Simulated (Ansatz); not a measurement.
Molecular dynamics of C$_{2}$H$_{9}$GeNSi (part 1 of 4)

C$_{2}$H$_{9}$GeNSi, computed with RHF/def2-SVP (Ansatz 0.2.0).

It belongs to a series of runs on one base structure; here: dynamics from the highest image of the converged band. Figures and captions count atoms from 1; the log counts them from 0 in places.

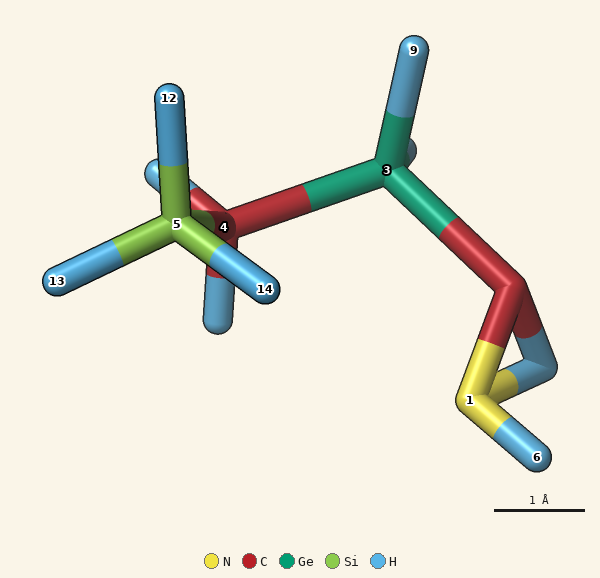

Fig. 1: The input geometry (stick view, seen at a tilt; atoms are numbered from 1 in the order of the input). Sticks mark near contacts. Bond lengths as drawn: C–Ge 1.97 to 1.99 Å, C–H 1.09 to 1.27 Å, C–N 1.33 Å, C–Si 1.89 Å, Ge–H 1.54 Å, H–N 1.02 to 1.27 Å and H–Si 1.48 Å.

### The input
```yaml
crystal:
  periodic: [false, false, false]
  atoms:
    - { symbol: "N", position_ang: [-1.452013, -0.251736, 1.825051] }
    - { symbol: C, position_ang: [-0.186119, -0.600767, 2.061917] }
    - { symbol: Ge, position_ang: [0.805429, -1.08722, 0.40622] }
    - { symbol: C, position_ang: [0.019962, -0.241844, -1.191277] }
    - { symbol: Si, position_ang: [0.312741, 1.607756, -1.408982] }
    - { symbol: H, position_ang: [-1.917, -0.008135, 2.694894] }
    - { symbol: H, position_ang: [-1.151243, -1.348203, 2.398038] }
    - { symbol: H, position_ang: [0.754723, -2.622098, 0.280034] }
    - { symbol: H, position_ang: [2.26894, -0.661883, 0.591966] }
    - { symbol: H, position_ang: [0.395969, -0.7606, -2.078102] }
    - { symbol: H, position_ang: [-1.057891, -0.421818, -1.146472] }
    - { symbol: H, position_ang: [1.753599, 1.880751, -1.639804] }
    - { symbol: H, position_ang: [-0.451993, 2.132266, -2.56809] }
    - { symbol: H, position_ang: [-0.108203, 2.354331, -0.196592] }
basis:
  gaussian: { orbitals: def2-SVP }
hamiltonian:
  xc: hf
md:
  timestep: 0.5
  n_steps: 200
  ensemble: nve
  temperature: 300.0
  initial_velocities: maxwell_boltzmann
  seed: 11071
```

Command:
```bash
ansatz run input.yaml --threads 2 --pin off --max-ram 3072MiB --backend cpu --events-out ev --progress --plain --runs-dir out
```

### What the program printed
```
Engine: ansatz 0.2.0, x86_64-unknown-linux-gnu
Functional definition: HF
  exchange = exact_x
  correlation = 0
1497 factors; integrals over basis functions are off by at most 5.5e-4 eV
mean field evaluation 1: about -68000.3331 eV, gradient 3.0e1 eV
mean field evaluation 2: about -68000.4244 eV, gradient 3.0e1 eV
mean field evaluation 4: about -68003.3925 eV, gradient 4.2e0 eV
mean field evaluation 8: about -68003.4841 eV, gradient 4.1e-1 eV
mean field -68003.49005251 eV, -2499.0821650088 hartree, gradient 2.1e-5 eV, S^2 0.000000; 0 other end points of the search recorded, 0 dependent functions left out
the calculation of the forces begins
reference -68003.49005251 eV, -2499.0821650088 hartree; 37, 37 occupied and 100, 100 virtual orbitals, 1497 factors
md step     0: t =     0.00 fs  T =   300.0 K  F+E_penalty+E_count = -68003.49005251 eV  E_kin = 0.465336 eV  conserved = -68003.02471652 eV  (42 SCF iters)
these checks for a lower state are left out or cut short: starts, cluster_reference, orbital_swaps, neighbouring_geometries, increment
1497 factors; integrals over basis functions are off by at most 6.0e-4 eV
mean field evaluation 16: about -68003.3785 eV, gradient 3.3e-3 eV
mean field -68003.48087457 eV, -2499.0818277257 hartree, gradient 2.6e-5 eV, S^2 0.000000; 0 other end points of the search recorded, 0 dependent functions left out
the calculation of the forces begins
reference -68003.48087457 eV, -2499.0818277257 hartree; 37, 37 occupied and 100, 100 virtual orbitals, 1497 factors
md step     1: t =     0.50 fs  T =   294.2 K  F+E_penalty+E_count = -68003.48087457 eV  E_kin = 0.456334 eV  conserved = -68003.02454068 eV  (43 SCF iters)
[... from here on the SCF iterations and repeated set-up lines of each step are left out, up to the last step ...]
md step     2: t =     1.00 fs  T =   278.0 K  F+E_penalty+E_count = -68003.45543894 eV  E_kin = 0.431223 eV  conserved = -68003.02421635 eV  (43 SCF iters)
md step     3: t =     1.50 fs  T =   254.5 K  F+E_penalty+E_count = -68003.41861861 eV  E_kin = 0.394800 eV  conserved = -68003.02381892 eV  (43 SCF iters)
md step     4: t =     2.00 fs  T =   227.6 K  F+E_penalty+E_count = -68003.37652674 eV  E_kin = 0.353105 eV  conserved = -68003.02342183 eV  (34 SCF iters)
md step     5: t =     2.50 fs  T =   201.3 K  F+E_penalty+E_count = -68003.33535050 eV  E_kin = 0.312266 eV  conserved = -68003.02308446 eV  (36 SCF iters)
md step     6: t =     3.00 fs  T =   178.9 K  F+E_penalty+E_count = -68003.30038724 eV  E_kin = 0.277541 eV  conserved = -68003.02284587 eV  (37 SCF iters)
md step     7: t =     3.50 fs  T =   162.9 K  F+E_penalty+E_count = -68003.27540846 eV  E_kin = 0.252689 eV  conserved = -68003.02271950 eV  (36 SCF iters)
md step     8: t =     4.00 fs  T =   154.6 K  F+E_penalty+E_count = -68003.26243267 eV  E_kin = 0.239740 eV  conserved = -68003.02269241 eV  (37 SCF iters)
md step     9: t =     4.50 fs  T =   154.2 K  F+E_penalty+E_count = -68003.26192017 eV  E_kin = 0.239191 eV  conserved = -68003.02272939 eV  (34 SCF iters)
md step    10: t =     5.00 fs  T =   161.5 K  F+E_penalty+E_count = -68003.27332014 eV  E_kin = 0.250537 eV  conserved = -68003.02278319 eV  (36 SCF iters)
md step    11: t =     5.50 fs  T =   176.0 K  F+E_penalty+E_count = -68003.29581125 eV  E_kin = 0.273004 eV  conserved = -68003.02280693 eV  (36 SCF iters)
md step    12: t =     6.00 fs  T =   197.5 K  F+E_penalty+E_count = -68003.32903913 eV  E_kin = 0.306274 eV  conserved = -68003.02276509 eV  (44 SCF iters)
md step    13: t =     6.50 fs  T =   226.3 K  F+E_penalty+E_count = -68003.37369909 eV  E_kin = 0.351065 eV  conserved = -68003.02263371 eV  (43 SCF iters)
md step    14: t =     7.00 fs  T =   264.0 K  F+E_penalty+E_count = -68003.43196179 eV  E_kin = 0.409570 eV  conserved = -68003.02239210 eV  (42 SCF iters)
md step    15: t =     7.50 fs  T =   313.2 K  F+E_penalty+E_count = -68003.50787896 eV  E_kin = 0.485866 eV  conserved = -68003.02201319 eV  (43 SCF iters)
md step    16: t =     8.00 fs  T =   378.1 K  F+E_penalty+E_count = -68003.60790363 eV  E_kin = 0.586427 eV  conserved = -68003.02147641 eV  (43 SCF iters)
md step    17: t =     8.50 fs  T =   464.5 K  F+E_penalty+E_count = -68003.74136026 eV  E_kin = 0.720547 eV  conserved = -68003.02081286 eV  (43 SCF iters)
md step    18: t =     9.00 fs  T =   580.2 K  F+E_penalty+E_count = -68003.92019359 eV  E_kin = 0.900019 eV  conserved = -68003.02017440 eV  (42 SCF iters)
md step    19: t =     9.50 fs  T =   733.1 K  F+E_penalty+E_count = -68004.15697048 eV  E_kin = 1.137103 eV  conserved = -68003.01986771 eV  (42 SCF iters)
md step    20: t =    10.00 fs  T =   928.6 K  F+E_penalty+E_count = -68004.46058461 eV  E_kin = 1.440319 eV  conserved = -68003.02026557 eV  (44 SCF iters)
md step    21: t =    10.50 fs  T =  1166.3 K  F+E_penalty+E_count = -68004.83073468 eV  E_kin = 1.809131 eV  conserved = -68003.02160354 eV  (40 SCF iters)
md step    22: t =    11.00 fs  T =  1437.7 K  F+E_penalty+E_count = -68005.25386640 eV  E_kin = 2.230026 eV  conserved = -68003.02384064 eV  (40 SCF iters)
md step    23: t =    11.50 fs  T =  1725.3 K  F+E_penalty+E_count = -68005.70283864 eV  E_kin = 2.676140 eV  conserved = -68003.02669905 eV  (39 SCF iters)
md step    24: t =    12.00 fs  T =  2005.4 K  F+E_penalty+E_count = -68006.14038604 eV  E_kin = 3.110609 eV  conserved = -68003.02977704 eV  (38 SCF iters)
md step    25: t =    12.50 fs  T =  2251.6 K  F+E_penalty+E_count = -68006.52510423 eV  E_kin = 3.492522 eV  conserved = -68003.03258268 eV  (37 SCF iters)
md step    26: t =    13.00 fs  T =  2439.7 K  F+E_penalty+E_count = -68006.81893162 eV  E_kin = 3.784337 eV  conserved = -68003.03459492 eV  (36 SCF iters)
md step    27: t =    13.50 fs  T =  2552.5 K  F+E_penalty+E_count = -68006.99467878 eV  E_kin = 3.959230 eV  conserved = -68003.03544871 eV  (36 SCF iters)
md step    28: t =    14.00 fs  T =  2582.6 K  F+E_penalty+E_count = -68007.04104430 eV  E_kin = 4.005944 eV  conserved = -68003.03509982 eV  (35 SCF iters)
md step    29: t =    14.50 fs  T =  2533.2 K  F+E_penalty+E_count = -68006.96317168 eV  E_kin = 3.929371 eV  conserved = -68003.03380107 eV  (36 SCF iters)
md step    30: t =    15.00 fs  T =  2415.8 K  F+E_penalty+E_count = -68006.77920695 eV  E_kin = 3.747267 eV  conserved = -68003.03194029 eV  (37 SCF iters)
md step    31: t =    15.50 fs  T =  2246.9 K  F+E_penalty+E_count = -68006.51502708 eV  E_kin = 3.485140 eV  conserved = -68003.02988666 eV  (36 SCF iters)
md step    32: t =    16.00 fs  T =  2044.5 K  F+E_penalty+E_count = -68006.19922038 eV  E_kin = 3.171312 eV  conserved = -68003.02790877 eV  (36 SCF iters)
md step    33: t =    16.50 fs  T =  1826.6 K  F+E_penalty+E_count = -68005.85940664 eV  E_kin = 2.833240 eV  conserved = -68003.02616682 eV  (37 SCF iters)
md step    34: t =    17.00 fs  T =  1608.7 K  F+E_penalty+E_count = -68005.52002872 eV  E_kin = 2.495296 eV  conserved = -68003.02473299 eV  (38 SCF iters)
md step    35: t =    17.50 fs  T =  1403.9 K  F+E_penalty+E_count = -68005.20130368 eV  E_kin = 2.177678 eV  conserved = -68003.02362616 eV  (38 SCF iters)
md step    36: t =    18.00 fs  T =  1222.4 K  F+E_penalty+E_count = -68004.91891235 eV  E_kin = 1.896081 eV  conserved = -68003.02283100 eV  (38 SCF iters)
md step    37: t =    18.50 fs  T =  1071.4 K  F+E_penalty+E_count = -68004.68414941 eV  E_kin = 1.661836 eV  conserved = -68003.02231357 eV  (40 SCF iters)
md step    38: t =    19.00 fs  T =   955.7 K  F+E_penalty+E_count = -68004.50436431 eV  E_kin = 1.482339 eV  conserved = -68003.02202562 eV  (41 SCF iters)
md step    39: t =    19.50 fs  T =   877.9 K  F+E_penalty+E_count = -68004.38361458 eV  E_kin = 1.361700 eV  conserved = -68003.02191455 eV  (42 SCF iters)
md step    40: t =    20.00 fs  T =   839.1 K  F+E_penalty+E_count = -68004.32341682 eV  E_kin = 1.301483 eV  conserved = -68003.02193415 eV  (42 SCF iters)
md step    41: t =    20.50 fs  T =   839.0 K  F+E_penalty+E_count = -68004.32342284 eV  E_kin = 1.301361 eV  conserved = -68003.02206161 eV  (42 SCF iters)
md step    42: t =    21.00 fs  T =   876.4 K  F+E_penalty+E_count = -68004.38176690 eV  E_kin = 1.359447 eV  conserved = -68003.02231995 eV  (42 SCF iters)
md step    43: t =    21.50 fs  T =   949.0 K  F+E_penalty+E_count = -68004.49476571 eV  E_kin = 1.471964 eV  conserved = -68003.02280171 eV  (46 SCF iters)
md step    44: t =    22.00 fs  T =  1052.1 K  F+E_penalty+E_count = -68004.65562128 eV  E_kin = 1.631925 eV  conserved = -68003.02369619 eV  (44 SCF iters)
md step    45: t =    22.50 fs  T =  1177.5 K  F+E_penalty+E_count = -68004.85177027 eV  E_kin = 1.826465 eV  conserved = -68003.02530573 eV  (42 SCF iters)
md step    46: t =    23.00 fs  T =  1310.5 K  F+E_penalty+E_count = -68005.06076149 eV  E_kin = 2.032761 eV  conserved = -68003.02800058 eV  (42 SCF iters)
md step    47: t =    23.50 fs  T =  1427.2 K  F+E_penalty+E_count = -68005.24567364 eV  E_kin = 2.213737 eV  conserved = -68003.03193690 eV  (43 SCF iters)
md step    48: t =    24.00 fs  T =  1494.7 K  F+E_penalty+E_count = -68005.35474607 eV  E_kin = 2.318508 eV  conserved = -68003.03623833 eV  (45 SCF iters)
md step    49: t =    24.50 fs  T =  1482.5 K  F+E_penalty+E_count = -68005.33730791 eV  E_kin = 2.299580 eV  conserved = -68003.03772817 eV  (43 SCF iters)
md step    50: t =    25.00 fs  T =  1392.3 K  F+E_penalty+E_count = -68005.19126539 eV  E_kin = 2.159611 eV  conserved = -68003.03165420 eV  (43 SCF iters)
md step    51: t =    25.50 fs  T =  1292.0 K  F+E_penalty+E_count = -68005.02314346 eV  E_kin = 2.004104 eV  conserved = -68003.01903913 eV  (42 SCF iters)
md step    52: t =    26.00 fs  T =  1292.9 K  F+E_penalty+E_count = -68005.01833636 eV  E_kin = 2.005397 eV  conserved = -68003.01293949 eV  (41 SCF iters)
md step    53: t =    26.50 fs  T =  1444.4 K  F+E_penalty+E_count = -68005.26232063 eV  E_kin = 2.240477 eV  conserved = -68003.02184341 eV  (38 SCF iters)
md step    54: t =    27.00 fs  T =  1675.2 K  F+E_penalty+E_count = -68005.63309647 eV  E_kin = 2.598482 eV  conserved = -68003.03461490 eV  (38 SCF iters)
md step    55: t =    27.50 fs  T =  1871.6 K  F+E_penalty+E_count = -68005.94275738 eV  E_kin = 2.903029 eV  conserved = -68003.03972810 eV  (40 SCF iters)
md step    56: t =    28.00 fs  T =  1974.0 K  F+E_penalty+E_count = -68006.09971389 eV  E_kin = 3.061893 eV  conserved = -68003.03782131 eV  (39 SCF iters)
md step    57: t =    28.50 fs  T =  1986.8 K  F+E_penalty+E_count = -68006.11540726 eV  E_kin = 3.081708 eV  conserved = -68003.03369938 eV  (41 SCF iters)
md step    58: t =    29.00 fs  T =  1941.3 K  F+E_penalty+E_count = -68006.04136619 eV  E_kin = 3.011210 eV  conserved = -68003.03015615 eV  (40 SCF iters)
md step    59: t =    29.50 fs  T =  1868.7 K  F+E_penalty+E_count = -68005.92640063 eV  E_kin = 2.898542 eV  conserved = -68003.02785908 eV  (39 SCF iters)
md step    60: t =    30.00 fs  T =  1790.4 K  F+E_penalty+E_count = -68005.80365436 eV  E_kin = 2.777051 eV  conserved = -68003.02660324 eV  (39 SCF iters)
md step    61: t =    30.50 fs  T =  1718.6 K  F+E_penalty+E_count = -68005.69176004 eV  E_kin = 2.665735 eV  conserved = -68003.02602502 eV  (39 SCF iters)
md step    62: t =    31.00 fs  T =  1659.1 K  F+E_penalty+E_count = -68005.59934919 eV  E_kin = 2.573512 eV  conserved = -68003.02583743 eV  (38 SCF iters)
md step    63: t =    31.50 fs  T =  1613.7 K  F+E_penalty+E_count = -68005.52896555 eV  E_kin = 2.503106 eV  conserved = -68003.02585924 eV  (39 SCF iters)
md step    64: t =    32.00 fs  T =  1581.9 K  F+E_penalty+E_count = -68005.47963458 eV  E_kin = 2.453645 eV  conserved = -68003.02598966 eV  (39 SCF iters)
md step    65: t =    32.50 fs  T =  1561.6 K  F+E_penalty+E_count = -68005.44834059 eV  E_kin = 2.422166 eV  conserved = -68003.02617441 eV  (38 SCF iters)
md step    66: t =    33.00 fs  T =  1550.2 K  F+E_penalty+E_count = -68005.43086023 eV  E_kin = 2.404476 eV  conserved = -68003.02638423 eV  (39 SCF iters)
md step    67: t =    33.50 fs  T =  1544.5 K  F+E_penalty+E_count = -68005.42227316 eV  E_kin = 2.395657 eV  conserved = -68003.02661591 eV  (37 SCF iters)
md step    68: t =    34.00 fs  T =  1541.0 K  F+E_penalty+E_count = -68005.41717079 eV  E_kin = 2.390258 eV  conserved = -68003.02691287 eV  (38 SCF iters)
md step    69: t =    34.50 fs  T =  1535.6 K  F+E_penalty+E_count = -68005.40925584 eV  E_kin = 2.381854 eV  conserved = -68003.02740153 eV  (38 SCF iters)
md step    70: t =    35.00 fs  T =  1522.5 K  F+E_penalty+E_count = -68005.38984798 eV  E_kin = 2.361554 eV  conserved = -68003.02829433 eV  (36 SCF iters)
md step    71: t =    35.50 fs  T =  1492.8 K  F+E_penalty+E_count = -68005.34523910 eV  E_kin = 2.315446 eV  conserved = -68003.02979318 eV  (37 SCF iters)
md step    72: t =    36.00 fs  T =  1432.9 K  F+E_penalty+E_count = -68005.25439173 eV  E_kin = 2.222614 eV  conserved = -68003.03177774 eV  (37 SCF iters)
md step    73: t =    36.50 fs  T =  1327.0 K  F+E_penalty+E_count = -68005.09159656 eV  E_kin = 2.058321 eV  conserved = -68003.03327510 eV  (38 SCF iters)
md step    74: t =    37.00 fs  T =  1166.3 K  F+E_penalty+E_count = -68004.84129541 eV  E_kin = 1.809021 eV  conserved = -68003.03227419 eV  (39 SCF iters)
md step    75: t =    37.50 fs  T =   966.2 K  F+E_penalty+E_count = -68004.52596684 eV  E_kin = 1.498705 eV  conserved = -68003.02726219 eV  (40 SCF iters)
md step    76: t =    38.00 fs  T =   775.7 K  F+E_penalty+E_count = -68004.22365680 eV  E_kin = 1.203190 eV  conserved = -68003.02046660 eV  (40 SCF iters)
md step    77: t =    38.50 fs  T =   654.8 K  F+E_penalty+E_count = -68004.03321257 eV  E_kin = 1.015633 eV  conserved = -68003.01757964 eV  (41 SCF iters)
md step    78: t =    39.00 fs  T =   629.1 K  F+E_penalty+E_count = -68003.99656003 eV  E_kin = 0.975815 eV  conserved = -68003.02074457 eV  (42 SCF iters)
md step    79: t =    39.50 fs  T =   672.9 K  F+E_penalty+E_count = -68004.06934578 eV  E_kin = 1.043734 eV  conserved = -68003.02561197 eV  (41 SCF iters)
md step    80: t =    40.00 fs  T =   741.6 K  F+E_penalty+E_count = -68004.17809216 eV  E_kin = 1.150268 eV  conserved = -68003.02782407 eV  (43 SCF iters)
md step    81: t =    40.50 fs  T =   809.7 K  F+E_penalty+E_count = -68004.28310368 eV  E_kin = 1.255943 eV  conserved = -68003.02716042 eV  (42 SCF iters)
md step    82: t =    41.00 fs  T =   877.9 K  F+E_penalty+E_count = -68004.38718387 eV  E_kin = 1.361703 eV  conserved = -68003.02548127 eV  (42 SCF iters)
md step    83: t =    41.50 fs  T =   958.9 K  F+E_penalty+E_count = -68004.51160068 eV  E_kin = 1.487353 eV  conserved = -68003.02424789 eV  (42 SCF iters)
md step    84: t =    42.00 fs  T =  1063.9 K  F+E_penalty+E_count = -68004.67426025 eV  E_kin = 1.650308 eV  conserved = -68003.02395186 eV  (42 SCF iters)
md step    85: t =    42.50 fs  T =  1196.8 K  F+E_penalty+E_count = -68004.88089235 eV  E_kin = 1.856411 eV  conserved = -68003.02448159 eV  (40 SCF iters)
md step    86: t =    43.00 fs  T =  1353.8 K  F+E_penalty+E_count = -68005.12539580 eV  E_kin = 2.099874 eV  conserved = -68003.02552140 eV  (42 SCF iters)
md step    87: t =    43.50 fs  T =  1526.0 K  F+E_penalty+E_count = -68005.39375707 eV  E_kin = 2.366994 eV  conserved = -68003.02676319 eV  (37 SCF iters)
md step    88: t =    44.00 fs  T =  1702.2 K  F+E_penalty+E_count = -68005.66828472 eV  E_kin = 2.640305 eV  conserved = -68003.02797966 eV  (38 SCF iters)
md step    89: t =    44.50 fs  T =  1870.8 K  F+E_penalty+E_count = -68005.93091373 eV  E_kin = 2.901875 eV  conserved = -68003.02903912 eV  (38 SCF iters)
md step    90: t =    45.00 fs  T =  2021.4 K  F+E_penalty+E_count = -68006.16526378 eV  E_kin = 3.135359 eV  conserved = -68003.02990431 eV  (37 SCF iters)
md step    91: t =    45.50 fs  T =  2144.8 K  F+E_penalty+E_count = -68006.35742360 eV  E_kin = 3.326803 eV  conserved = -68003.03062050 eV  (37 SCF iters)
md step    92: t =    46.00 fs  T =  2233.5 K  F+E_penalty+E_count = -68006.49564124 eV  E_kin = 3.464377 eV  conserved = -68003.03126464 eV  (37 SCF iters)
md step    93: t =    46.50 fs  T =  2280.7 K  F+E_penalty+E_count = -68006.56953629 eV  E_kin = 3.537665 eV  conserved = -68003.03187089 eV  (39 SCF iters)
md step    94: t =    47.00 fs  T =  2280.6 K  F+E_penalty+E_count = -68006.56983110 eV  E_kin = 3.537481 eV  conserved = -68003.03235005 eV  (38 SCF iters)
md step    95: t =    47.50 fs  T =  2228.9 K  F+E_penalty+E_count = -68006.48969891 eV  E_kin = 3.457253 eV  conserved = -68003.03244609 eV  (38 SCF iters)
md step    96: t =    48.00 fs  T =  2125.3 K  F+E_penalty+E_count = -68006.32837549 eV  E_kin = 3.296595 eV  conserved = -68003.03178089 eV  (39 SCF iters)
md step    97: t =    48.50 fs  T =  1976.8 K  F+E_penalty+E_count = -68006.09635349 eV  E_kin = 3.066278 eV  conserved = -68003.03007530 eV  (39 SCF iters)
md step    98: t =    49.00 fs  T =  1799.6 K  F+E_penalty+E_count = -68005.81894204 eV  E_kin = 2.791415 eV  conserved = -68003.02752712 eV  (42 SCF iters)
md step    99: t =    49.50 fs  T =  1616.9 K  F+E_penalty+E_count = -68005.53299141 eV  E_kin = 2.508003 eV  conserved = -68003.02498807 eV  (40 SCF iters)
md step   100: t =    50.00 fs  T =  1451.3 K  F+E_penalty+E_count = -68005.27463551 eV  E_kin = 2.251150 eV  conserved = -68003.02348581 eV  (43 SCF iters)
md step   101: t =    50.50 fs  T =  1316.0 K  F+E_penalty+E_count = -68005.06463164 eV  E_kin = 2.041221 eV  conserved = -68003.02341075 eV  (43 SCF iters)
md step   102: t =    51.00 fs  T =  1210.7 K  F+E_penalty+E_count = -68004.90229213 eV  E_kin = 1.877979 eV  conserved = -68003.02431276 eV  (43 SCF iters)
md step   103: t =    51.50 fs  T =  1125.5 K  F+E_penalty+E_count = -68004.77124987 eV  E_kin = 1.745808 eV  conserved = -68003.02544213 eV  (44 SCF iters)
md step   104: t =    52.00 fs  T =  1047.1 K  F+E_penalty+E_count = -68004.65042062 eV  E_kin = 1.624243 eV  conserved = -68003.02617758 eV  (44 SCF iters)
```
